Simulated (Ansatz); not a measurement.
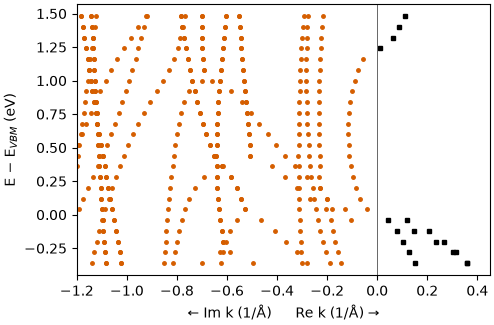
Complex bands at the centre of the two-dimensional zone; PBEsol (Ansatz, a quantum-chemistry and plane-wave program)

The gap is the functional's own. No spin-orbit coupling. Mid-gap values are interpolated on the energy grid.

This is AgI (P6_3mc, wurtzite, 4 atoms a cell, 35.5 Å³ an atom, -2 GPa at this level) along the normal of (110). Read off the slowest decay at the centre of the two-dimensional zone at 0.60 eV, the computed energy nearest the middle of the gap.

κ ≈ 0.12 1/Å, a decay length 1/(2κ) of the density of 4.3 Å.
